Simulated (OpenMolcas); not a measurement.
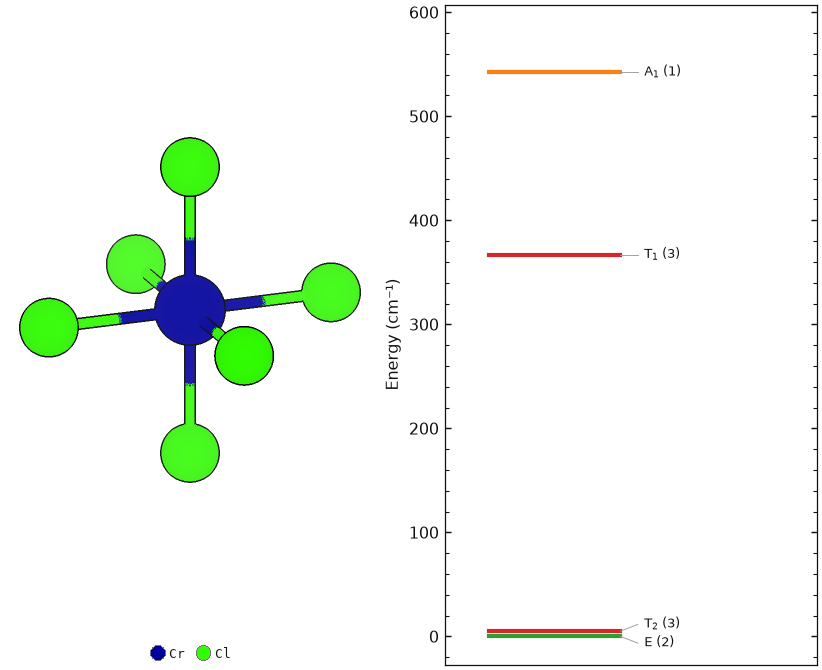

Cr⁴⁺ (3d²) as a dopant in Cs₂ZrCl₆, a cluster with its 6 nearest Cl⁻ at 2.446 Å (octahedron) embedded in model potentials and point charges; the geometry was set, not optimised, and its levels. Labels give the representation in O, Td, D4 or D3 as the site allows (double group for half-integer spin) where it could be assigned and, in brackets, the degeneracy; spin-free states, where drawn, share the zero of the spin-orbit levels. The calculation used state-averaged SS-CASPT2, IPEA shift 0.25, sigma2 shift 0.3 hartree, closed shells 3s 3p correlated, active space 2 electrons in the shell 3d, basis ANO-RCC-VTZP on the metal and ANO-RCC-VDZP on the ligands, DKH2 scalar Hamiltonian, spin-orbit coupling by RASSI with atomic mean-field integrals (OpenMolcas).

What does the figure show?

The ground level is E, doubly degenerate, 100 % from states of spin multiplicity 3. Its principal g values are all close to zero. The next level lies at 5.0 cm⁻¹ (T₂).

Caveat: covalent bonds, ligand orbitals missing from the active space; the geometry is set by hand, with no relaxation and no charge compensation.
